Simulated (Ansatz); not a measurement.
**SiH2F (SMILES F[SiH2]) at UB3LYP/STO-3G**

Aim: the energy change on altering one bond length of SiH2F at UB3LYP/STO-3G, from 2 runs. 

The calculation is run with Ansatz 0.2.0.

46 further runs of the same task are left out: 46 set aside as unsound or not needed.

## Step 1: The molecule

SiH2F has 4 atoms, charge 0, and is taken as a doublet. SMILES: `F[SiH2]`. The coordinates come from a GFN2-xTB relaxation.

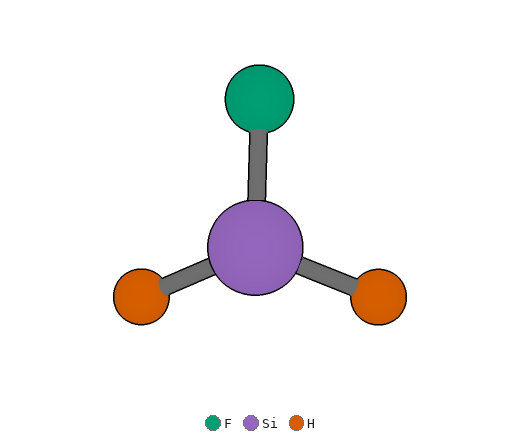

Viewed from a chosen angle; fluorine teal, silicon purple, hydrogen orange.

## Step 2: A single-point energy at UB3LYP/STO-3G

in.yaml reads:

```yaml
crystal:
  periodic: [false, false, false]
  atoms:
    - {symbol: F, position_ang: [1.205590, 0.647540, -0.425510]}
    - {symbol: Si, position_ang: [-0.122150, -0.264920, -0.246870]}
    - {symbol: H, position_ang: [-1.219930, 0.678520, -0.261640]}
    - {symbol: H, position_ang: [0.136490, -1.061140, 0.934020]}
basis:
  gaussian:
    orbitals: STO-3G
magnetization:
  spin_polarized: true
  initial_magnetization: 1
hamiltonian:
  xc: {name: B3LYP}
accuracy: high
```

The run is started by

```console
$ ansatz run in.yaml --threads 1 --pin off --max-ram 2610MiB --events-out events.jsonl --progress --plain --runs-dir runs
```

Log:

```text
Warning: RAYON_NUM_THREADS=1 ignored (pool sized by the plan → 1); use --threads N
Functional definition: B3LYP
  name "B3LYP"
  parameter a0 = 0.2
  parameter ax = 0.72
  parameter ac = 0.81
  exchange = (1 - a0 - ax)*slater_x + ax*b88_x + a0*exact_x
  correlation = (1 - ac)*vwn_rpa_c + ac*lyp_c
270 factors; integrals over basis functions are off by at most 2.6e-8 eV
mean field evaluation 1: about -10493.3018 eV, gradient 1.1e1 eV
mean field evaluation 2: about -10492.1575 eV, gradient 1.8e1 eV
mean field evaluation 4: about -10494.2811 eV, gradient 2.4e-1 eV
mean field evaluation 8: about -10494.2647 eV, gradient 1.1e-3 eV
mean field evaluation 16: about -10494.2647 eV, gradient 7.9e-8 eV
mean field -10494.26466606 eV, -385.6571132098 hartree, gradient 1.8e-8 eV, S^2 0.750456; 0 other end points of the search recorded, 0 dependent functions left out
reference -10494.26468824 eV, -385.6571140248 hartree; 13, 12 occupied and 3, 4 virtual orbitals, 270 factors
Total energy: -10494.26468824 eV, -385.6571140248 hartree
```

It took 1.4 s on 1 thread of Arm Neoverse V1, shared host; peak memory 0.12 GiB.

## Step 3: The distorted shape, same level

run.yaml reads:

```yaml
basis:
  gaussian:
    orbitals: STO-3G
crystal:
  periodic: [false, false, false]
  atoms:
    - {symbol: F, position_ang: [1.140934, 0.846584, -0.720716]}
    - {symbol: Si, position_ang: [-0.186806, -0.065876, -0.542076]}
    - {symbol: H, position_ang: [-1.284586, 0.877564, -0.556846]}
    - {symbol: H, position_ang: [0.136490, -1.061140, 0.934020]}
magnetization:
  spin_polarized: true
  initial_magnetization: 1
hamiltonian:
  xc: {name: B3LYP}
accuracy: high
```

The run is started by

```console
$ ansatz run run.yaml --threads 1 --pin off --max-ram 2610MiB --events-out events.jsonl --progress --plain --runs-dir runs
```

Log, shortened:

```text
Warning: RAYON_NUM_THREADS=1 ignored (pool sized by the plan → 1); use --threads N
[... 7 set-up lines as earlier in the session ...]
268 factors; integrals over basis functions are off by at most 3.1e-8 eV
mean field evaluation 1: about -10492.0467 eV, gradient 1.2e1 eV
mean field evaluation 2: about -10490.8001 eV, gradient 2.0e1 eV
mean field evaluation 4: about -10493.4191 eV, gradient 5.5e-1 eV
mean field evaluation 8: about -10493.3980 eV, gradient 7.1e-3 eV
mean field evaluation 16: about -10493.3980 eV, gradient 2.3e-6 eV
mean field -10493.39798295 eV, -385.6252631928 hartree, gradient 9.3e-8 eV, S^2 0.752106; 0 other end points of the search recorded, 0 dependent functions left out
reference -10493.39800566 eV, -385.6252640275 hartree; 13, 12 occupied and 3, 4 virtual orbitals, 268 factors
Total energy: -10493.39800566 eV, -385.6252640275 hartree
```

It took 1.5 s on 1 thread of Arm Neoverse V1, shared host; peak memory 0.12 GiB.

## Step 4: Summary of results

At UB3LYP/STO-3G:

| quantity | value |
| --- | --- |
| first shape: total energy | -385.65711 Eh |
| first shape: ⟨S²⟩ | 0.750 |
| distorted shape: total energy | -385.62526 Eh |
| distorted shape: ⟨S²⟩ | 0.752 |
| energy change with the Si2–H4 bond stretched from 1.448 to 1.809 Å | 0.867 eV |

What this shows: With the Si2–H4 bond stretched from 1.448 to 1.809 Å the energy rises by 0.87 eV (83.6 kJ/mol). The first shape isn't relaxed at this level, so the change isn't measured from a minimum. The minimal basis adds a large error of its own.
